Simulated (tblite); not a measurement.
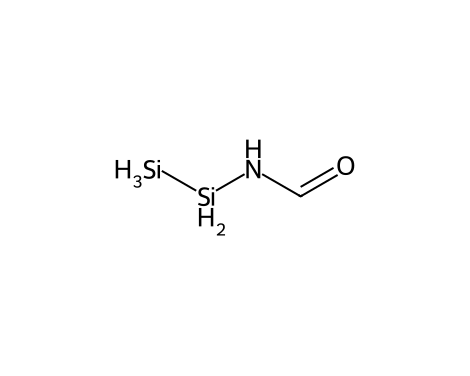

(Drawn from a calculation with tblite.)

### Transcribe the drawing into SMILES.

O=CN[SiH2][SiH3]

### Give the formula, hydrogens included.

CH7NOSi2.

### An optimisation with GFN2-xTB gave a structure of which point group?

Cs. Other conformers may differ.
